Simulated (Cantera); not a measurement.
Input: 1 mol C2H6, 1.9 mol H2, 6.3 mol N2, at 1 atm.

Cantera equilibrium calculation (NASA polynomials, part measured and part estimated; ideal gas, pure solids and liquids). Candidate condensed phases: C, C6H6, C7H8, C8H18; 92 gas species. Equilibrium is a limit: real reactors are often held back by kinetics, nucleation or transport.

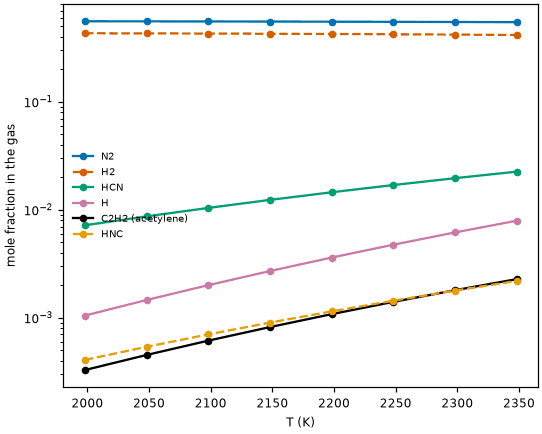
Figure: Equilibrium gas composition (values under 1e-9 drawn at 1e-9)

From 1998 K to 2348 K the condensed part is C(graphite). The main C-bearing gas is HCN throughout. The share of C in condensed phases is highest at 1998 K (95.3 %) and lowest at 2348 K (83.4 %).
